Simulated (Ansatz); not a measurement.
K (bcc, W type)

```xyz
2
Lattice="-5.2795 5.2795 5.2795 2.6397 -2.6397 2.6397 2.6397 2.6397 -2.6397" Properties=species:S:1:pos:R:3 pbc="T T T"
K      0.0000     0.0000     0.0000
K     -2.6397     2.6397     2.6397
```

The atoms are displaced by Q × the pattern below (from a DFPT mode at N = (0.5, 0.0, 0.0), largest move 1; Q in Å), at fixed cell. (q is in reciprocal vectors of the primitive cell; the cell shown is doubled to hold the pattern.)

```csv
atom,x,y,z
K1,0.000,0.707,-0.707
K2,0.000,-0.707,0.707
```

Method: PBE (plane waves to 420 eV, PAW, scalar-relativistic; Ansatz, a quantum-chemistry and plane-wave program). k mesh 13×13×13 (Γ-centred), Fermi-Dirac smearing 0.05 eV. Energies are smeared free energies. With partly filled bands, energies and forces of such displacements shift with the k mesh and the smearing. K was relaxed with its symmetry unable to fall. The PAW data are Ansatz's earlier set. The zero of ΔE is the undisplaced structure.

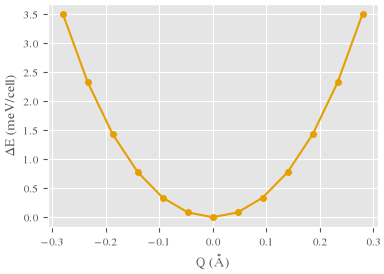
Fig. 1. ΔE (meV/cell) against Q (Å); one marker a computed point.

### Question
What is the energy change at Q = 0.280 Å?

### Answer
About 3.5 meV/cell.

### Question
What harmonic wavenumber does the curvature at Q = 0 give?

### Answer
About 16 cm⁻¹.

(For displaced atoms, the force is minus the slope of the energy, and its curvature is a force constant, which sets phonon frequencies.)
